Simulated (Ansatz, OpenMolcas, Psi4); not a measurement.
# How methods differ on Ge2H6 (digermane)

Ge2H6 has 8 atoms, charge 0, and is taken as a singlet. SMILES: `[GeH3][GeH3]`. The coordinates come from a PBE0-D4/def2-TZVP relaxation.

Quantity: the vertical energy of the triplet above the singlet, in eV. The values are calculated.

```
                                                                   level                    kind     program  value (eV)  less CCSD(T)/6-31G*
                                       TPSS/6-31G* (spherical functions)                meta-GGA  OpenMolcas        6.42                -0.42
                                       PBE0/6-31G* (spherical functions)           global hybrid      Ansatz        6.49                -0.35
                                    r2SCAN0/6-31G* (spherical functions)         hybrid meta-GGA      Ansatz        6.57                -0.27
                                      B3LYP/6-31G* (Cartesian functions)           global hybrid  OpenMolcas        6.43                -0.41
                                    wB97X-V/6-31G* (spherical functions)  range-separated hybrid        Psi4        6.90                +0.06
DSD-PBEP86/6-31G* (density fitting for correlation, spherical functions)           double hybrid        Psi4        6.79                -0.05
                                        MP2/6-31G* (spherical functions)     perturbation theory      Ansatz        6.93                +0.09
                                    CCSD(T)/6-31G* (spherical functions)   coupled cluster or CI        Psi4        6.84                 0.00
```

Differences are taken from CCSD(T)/6-31G* (spherical functions) for orientation; it has basis-set and higher-order errors of its own. All-electron rows without a relativistic Hamiltonian named are non-relativistic. The values span 6.42 to 6.93 eV. A triplet this far above the singlet is often a Rydberg-like or dissociative state; sets without diffuse functions put Rydberg states too high. In the correlated wave-function rows the outer d shell of Ge is correlated, in sets not made for it.

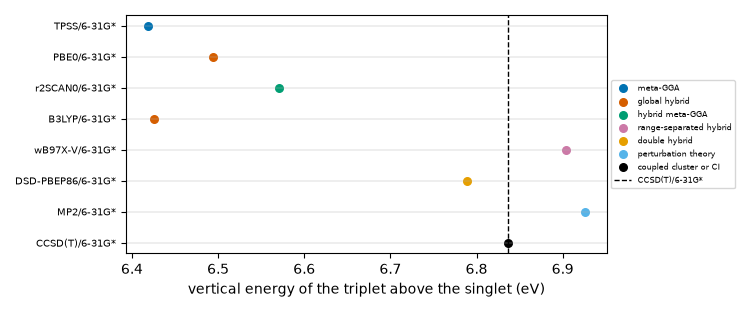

The values of the table, level by level.
